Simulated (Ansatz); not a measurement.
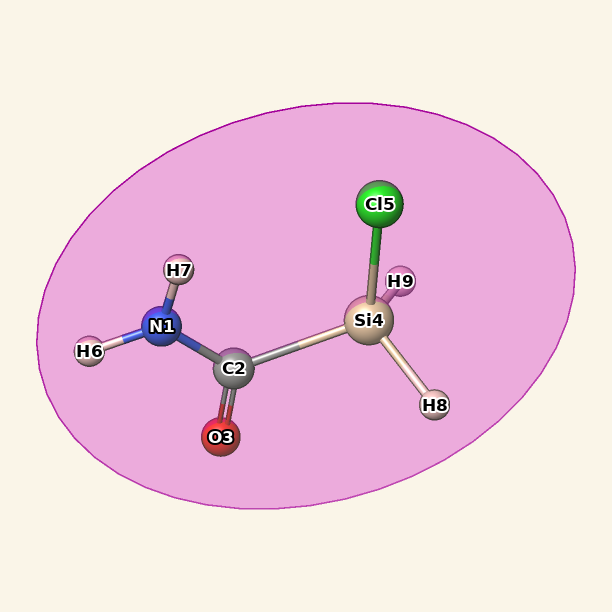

A disc through the centre of mass is drawn in. Distant atoms are faded towards the background colour. Computed geometry: PBE-D4/def2-SVP optimisation. No frequency run is at hand to confirm it as a minimum.

### Is the plane of the disc a mirror plane of the structure?

Yes. The reflection leaves N1, C2, O3, Si4, Cl5, H6, H7 in place and moves H8 ↔ H9. The point group is Cs.
